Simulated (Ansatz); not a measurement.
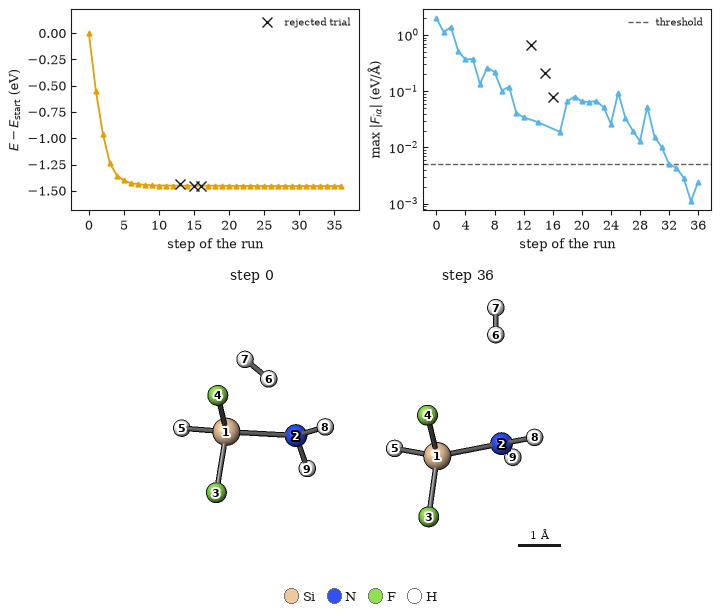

First and last geometry of a relaxation of SiNH₅F₂ (started from a transition state, displaced along its imaginary mode), with the history of the run. Style: ball-and-stick. Shown at a tilt.

All numbers below come from RKS PBE0-D4/def2-TZVP (Ansatz 0.2.0). Set-up: force threshold 0.005 eV/Å; at most 200 steps.

What do the curves and the structures tell?

It converged. Over 33 accepted moves (36 points after the start) the energy falls by 1.455 eV. Largest force component: 2 eV/Å at the start, 0.0024 eV/Å at the end. The line search rejected the trial steps at points 13, 15, 16 of the run. H7 moves most after the best rigid fit: 1.80 Å. Largest moves by element: H 1.80 Å, F 0.68 Å, Si 0.67 Å, N 0.42 Å. Near-neighbour distances that change, for instance: Si1–H7 1.953 → 4.358 Å, Si1–H6 1.864 → 3.658 Å, N2–H6 1.542 → 2.838 Å, Si1–N2 1.774 → 1.686 Å. Among the angles between lasting bonds that change: N2–Si1–F3 102.3° → 114.7°, Si1–N2–H8 114.5° → 122.1°, N2–Si1–F4 115.2° → 107.8°. The run took roughly 3 core-minutes on a shared host.
